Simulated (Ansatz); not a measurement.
Take WS2 (space group P6_3/mmc, No. 194; a = 3.1147 Å, c = 11.7724 Å; layered, stacked along the Cartesian z axis) as the base.

Now apply this change: every lattice vector is stretched by 2.40 %, atoms relaxed at fixed cell.

The values are results of Ansatz (a quantum-chemistry and plane-wave program) PBEsol-D3(BJ), spin-orbit coupling left out, not measurements.

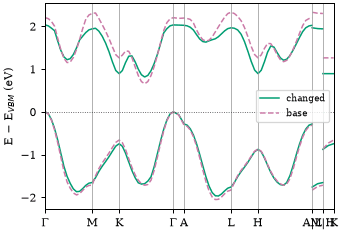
Figure: Highest valence and lowest conduction band along the path, each from its own valence-band maximum

Task: From the figure, how large is the changed gap, and is it direct?

Result: About 0.82 eV, indirect, Γ → K–Γ (47 % along).

Spin-orbit coupling, missing from the scalar runs, can matter with W. The cells carry an imposed strain or load. Stability against distortions was not tested.
